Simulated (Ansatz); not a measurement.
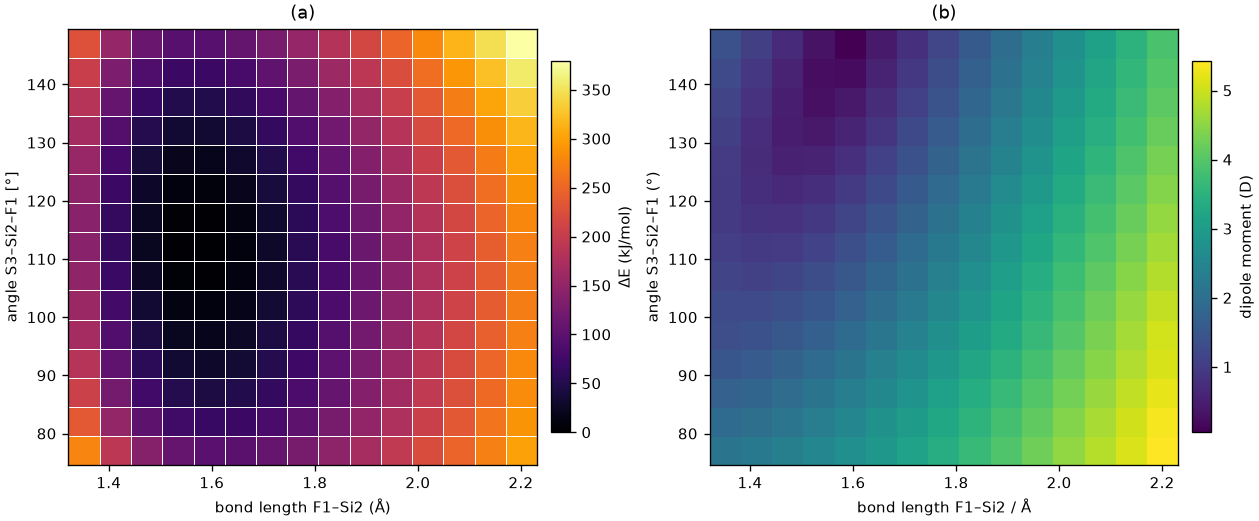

FH2SSi, SMILES F[SiH2][S], spin multiplicity 2. First axis: bond length F1–Si2. Second axis: angle S3–Si2–F1. Nothing is relaxed (all other coordinates rigid). Grid: 15 × 15 points. Points are written as (first, second). All energies are given in kJ/mol relative to the lowest grid point. Theory: UHF/def2-TZVP in Ansatz.

Panel (a) is the energy; panel (b) is the computed dipole moment, in D.

The picture shows one coloured cell a grid point.

Q: How does the dipole moment vary over the map, and what is it at the lowest grid point?

A: Leaving out the highest fifth of the energies, it runs from 0.06 D at (1.595 Å, 147.1°) to 4.52 D at (2.019 Å, 77.1°). At the lowest grid point, (1.595 Å, 112.1°), it is 1.34 D.

```
angle S3–Si2–F1 ↓, bond length F1–Si2 →  1.352  1.413  1.473  1.534  1.595  1.655  1.716  1.776  1.837  1.898  1.958  2.019  2.080  2.140  2.201
                                  147.1   1.39   1.04   0.69   0.32   0.06   0.42   0.80   1.18   1.56   1.95   2.33   2.72   3.11   3.50   3.89
                                  142.1   1.26   0.91   0.57   0.23   0.22   0.56   0.93   1.30   1.68   2.06   2.43   2.82   3.20   3.58   3.97
                                  137.1   1.14   0.81   0.50   0.27   0.41   0.72   1.08   1.44   1.81   2.18   2.55   2.93   3.31   3.69   4.07
                                  132.1   1.05   0.74   0.49   0.41   0.59   0.89   1.23   1.58   1.95   2.31   2.68   3.05   3.43   3.80   4.18
                                  127.1   0.98   0.73   0.56   0.58   0.78   1.07   1.40   1.74   2.09   2.45   2.81   3.18   3.55   3.92   4.30
                                  122.1   0.96   0.76   0.67   0.75   0.97   1.25   1.56   1.89   2.24   2.60   2.95   3.32   3.68   4.05   4.42
                                  117.1   0.98   0.84   0.82   0.93   1.15   1.42   1.73   2.05   2.39   2.74   3.09   3.45   3.82   4.18   4.55
                                  112.1   1.03   0.95   0.98   1.12   1.34   1.60   1.90   2.22   2.55   2.89   3.23   3.59   3.95   4.31   4.68
                                  107.1   1.13   1.10   1.15   1.30   1.52   1.78   2.07   2.38   2.70   3.04   3.38   3.73   4.08   4.44   4.81
                                  102.1   1.26   1.26   1.34   1.49   1.70   1.95   2.24   2.53   2.85   3.18   3.52   3.86   4.21   4.57   4.93
                                   97.1   1.32   1.38   1.51   1.69   1.91   2.16   2.44   2.72   3.02   3.32   3.65   3.99   4.34   4.69   5.05
                                   92.1   1.50   1.58   1.72   1.90   2.12   2.36   2.63   2.91   3.21   3.51   3.82   4.14   4.46   4.78   5.10
                                   87.1   1.69   1.79   1.93   2.11   2.33   2.56   2.82   3.09   3.38   3.67   3.97   4.28   4.60   4.92   5.23
                                   82.1   1.90   2.00   2.14   2.32   2.52   2.75   2.99   3.25   3.53   3.82   4.11   4.42   4.73   5.03   5.34
                                   77.1   2.12   2.23   2.36   2.52   2.71   2.92   3.16   3.40   3.67   3.95   4.23   4.52   4.83   5.12   5.42
```
